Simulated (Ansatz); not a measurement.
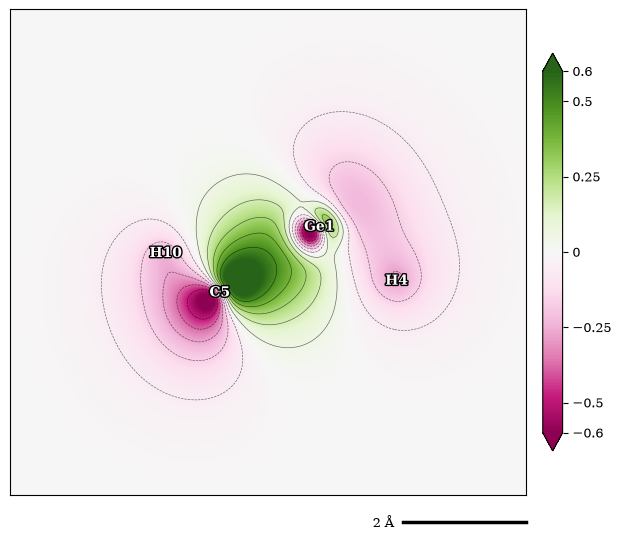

Figure 1: CH₆Ge···HCl. The HOMO on the plane of atoms Ge1, C5 and H10 (values in Å⁻³ᐟ²; the overall sign is arbitrary).

The product side of a reaction path; geometry: PBE0-D4/def2-TZVP; a saddle point, not a minimum.

Computed with RKS PBE0-D4/def2-TZVPP in Ansatz 0.2.0.

The calculation's input:

```
crystal:
  periodic: [false, false, false]
  atoms:
    - {symbol: Ge, position_ang: [-0.664968, -0.818463, 0.483402]}
    - {symbol: Cl, position_ang: [3.093345, 0.257358, -0.868980]}
    - {symbol: H, position_ang: [-1.302719, -1.840968, -0.470741]}
    - {symbol: H, position_ang: [-1.390200, -0.864570, 1.838000]}
    - {symbol: C, position_ang: [-0.690397, 0.975737, -0.276994]}
    - {symbol: H, position_ang: [2.246691, -0.409010, -0.167579]}
    - {symbol: H, position_ang: [0.796559, -1.268474, 0.733162]}
    - {symbol: H, position_ang: [-1.719763, 1.292509, -0.449087]}
    - {symbol: H, position_ang: [-0.215521, 1.682369, 0.404422]}
    - {symbol: H, position_ang: [-0.153125, 0.993613, -1.225605]}
basis:
  gaussian: {orbitals: def2-TZVPP}
hamiltonian: {xc: pbe0, dispersion: d4}
output: {orbitals: {seedname: orbitals}}
```

Command:

```sh
ansatz run in.yaml --threads 4 --pin off --events-out ev --progress --plain --max-ram 9574MiB
```

Question: What is the character of this orbital?

Answer: Its weight (Hirshfeld) is mainly on C5 (about 40 %) and Ge1 (about 30 %). Its energy is −9.22 eV.
